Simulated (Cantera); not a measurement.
Input: 1 mol CH₃F, a varied amount of F₂, at 1225 K and 2.70 mbar.

Cantera equilibrium calculation (NASA polynomials, part measured and part estimated; ideal gas, pure solids and liquids). Candidate condensed phases: C, C₆H₆, C₇H₈, C₈H₁₈; 95 gas species. Gases not in the tables: C₂F₆ and larger saturated fluorocarbons. Rates play no part.

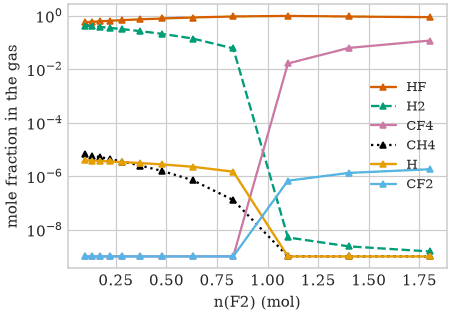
Figure. Equilibrium gas composition (values under 1e-9 drawn at 1e-9)

From 0.097 mol F₂ to 1.8 mol F₂ the condensed part is C(graphite). The main C-bearing gas is CH₄ at 0.097 mol F₂ and CF₄ at 1.8 mol F₂.
